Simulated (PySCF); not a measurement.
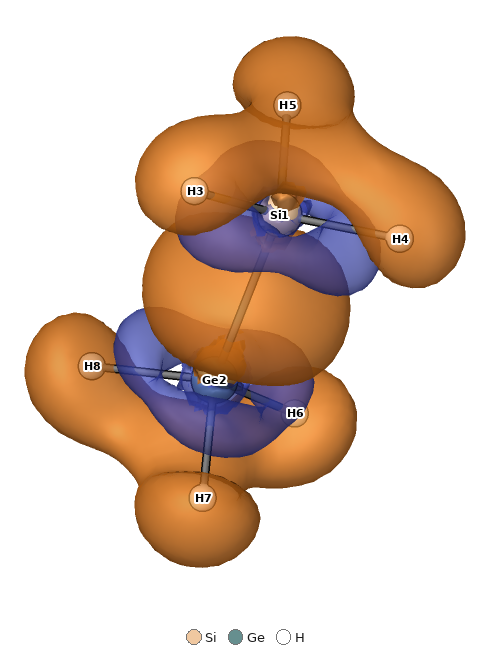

Figure. GeH$_{6}$Si, SMILES `[SiH3][GeH3]`. Fukui function f⁻ = ρ(N) − ρ(N−1) at fixed geometry, surfaces at ±0.02 e/Å³ (orange positive, blue negative).

Computed with PySCF, CAM-B3LYP/cc-pVTZ, geometry: GFN2-xTB. No frequency check shows the geometry to be a minimum. GFN2-xTB bond lengths at metals and heavier atoms can be off by up to 0.1 Å and shapes distorted, which carries into these values.

Question: On which atoms does the density change most on removal of an electron?

Answer: f⁻ (Hirshfeld-condensed) is largest on Ge2 (0.26) and Si1 (0.24); the vertical ionisation energy is 10.87 eV (the stability of the cation's solution wasn't checked). Condensed values hint at sites of electrophilic attack but needn't mark the atom that reacts. Shares this close don't rank the sites. Orbital relaxation makes it negative in places (0.16 e in all).

```csv
atom,f⁻,charge
Si1,+0.24,+0.25
Ge2,+0.26,+0.21
H3,+0.08,−0.07
H4,+0.08,−0.07
H5,+0.08,−0.07
H6,+0.09,−0.08
H7,+0.09,−0.08
H8,+0.09,−0.08
```

The PySCF run took 93 s on 1 thread of Arm Neoverse V2, with other jobs on the host, peak memory 0.79 GiB.
